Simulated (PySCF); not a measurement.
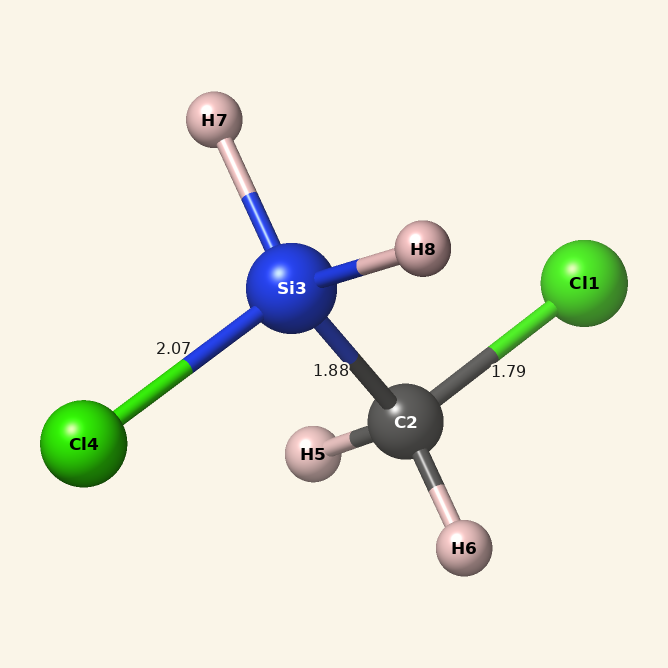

The numbers beside the sticks are distances in Å. Sticks don't show bond order. The geometry was computed by an optimisation with PBE0-D3(BJ)/def2-SVP. No frequency run is at hand to confirm it as a minimum.

Q: Assign a bond order to each marked bond.

A: Cl1–C2 single; C2–Si3 single; Si3–Cl4 single.

Q: Write the SMILES.

A: ClC[SiH2]Cl
